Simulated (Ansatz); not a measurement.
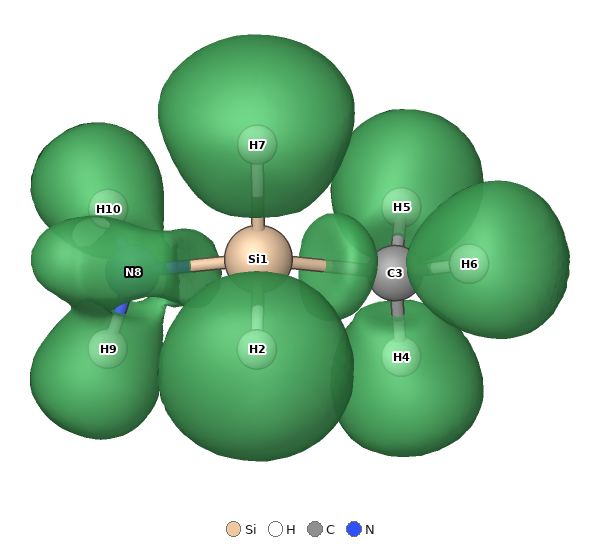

Figure 1: CH7NSi. Isosurface of the ELF at 0.8 (green), seen from one side. Only the valence region is drawn (cores and ρ < 0.01 e/Å³ removed).

Computed with Ansatz 0.2.0, RKS B3LYP/def2-SVP.

| atom | x (Å) | y (Å) | z (Å) |
| --- | --- | --- | --- |
| Si | 0.0818 | -0.0531 | 0.3444 |
| H | -0.2724 | -0.1628 | 1.7922 |
| C | 1.9668 | -0.0620 | 0.1960 |
| H | 2.3979 | -0.9935 | 0.5992 |
| H | 2.2881 | 0.0318 | -0.8548 |
| H | 2.4032 | 0.7818 | 0.7578 |
| H | -0.4220 | 1.2428 | -0.2040 |
| N | -0.7734 | -1.3215 | -0.4831 |
| H | -0.7390 | -2.2737 | -0.1310 |
| H | -0.8342 | -1.3193 | -1.4971 |

### Describe the localisation domains.

The surface consists of one region between bonded C–Si atoms (shared pairs), five regions around hydrogen nuclei and one joined region spread over several atoms (H, N), in which their bonds and any lone pairs are merged.

Values along the shortest contacts:
Si–N (1.74 Å): the ELF peaks at about 0.90 between the atoms (a polar covalent bond). C–Si (1.89 Å): the ELF peaks at about 1 between the atoms: a covalent bond.
